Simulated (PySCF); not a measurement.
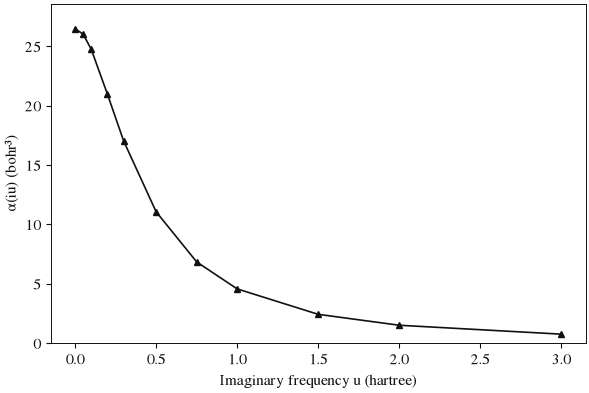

Dipole polarisability at imaginary frequency of neutral selenium ([Ar] 3d¹⁰ 4s² 4p⁴). Coupled response at the PBE0 level; PySCF, aug-cc-pVTZ-PP with a 10-electron core potential, unrestricted single determinants, no spin-orbit coupling.

Question: What follows from the curve?

Answer: The static dipole polarisability is 26.5 bohr³ (the recommended value is 28.9); α(iu) falls to half of it near u = 0.41 hartree. The Casimir–Polder integral gives C₆ = 221 hartree bohr⁶ for two such species.
